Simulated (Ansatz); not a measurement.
Input

```
crystal:
  periodic: [false, false, false]
  atoms:
    - { symbol: O, position_ang: [0.8596, -1.6237, 1.2352] }
    - { symbol: C, position_ang: [0.4887, -0.7236, 0.1528] }
    - { symbol: O, position_ang: [-0.4857, -1.4138, -0.6247] }
    - { symbol: Cl, position_ang: [2.0668, -0.5447, -0.7829] }
    - { symbol: O, position_ang: [0.0759, 0.5053, 0.6562] }
    - { symbol: Si, position_ang: [-0.7716, 1.5896, -0.2736] }
    - { symbol: H, position_ang: [1.7978, -1.6825, 1.1256] }
    - { symbol: H, position_ang: [-0.8718, -1.9074, 0.0717] }
    - { symbol: H, position_ang: [-0.867, 2.8904, 0.4771] }
    - { symbol: H, position_ang: [-0.0731, 1.792, -1.5386] }
    - { symbol: H, position_ang: [-2.1542, 1.0615, -0.4782] }
basis:
  gaussian: { orbitals: def2-SVP }
hamiltonian:
  xc: r2scan
  dispersion: d4
relax:
  f_tol: 0.015
  max_steps: 40
output:
  orbitals: {}
```

Run with:

```sh
ansatz run input.yaml --threads 2 --pin off --max-ram 3072MiB --backend cpu --events-out ev --progress --plain --runs-dir out
```

The fields are those of the relaxed geometry.

All numbers below come from RKS r2SCAN-D4/def2-SVP (Ansatz).

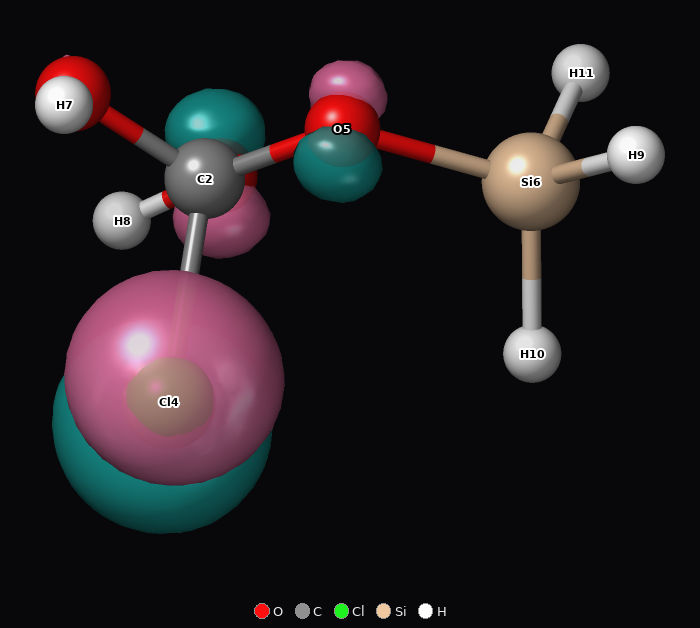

CH$_{5}$ClO$_{3}$Si. The HOMO−1 at ±0.2 Å⁻³ᐟ² (teal and pink are the two phases), seen from one side.

### Describe this orbital and give its energy.

It lies mainly on Cl4 (about 80 %) and O3 (about 10 %); largely a lone pair of Cl4. Its energy is −7.10 eV.
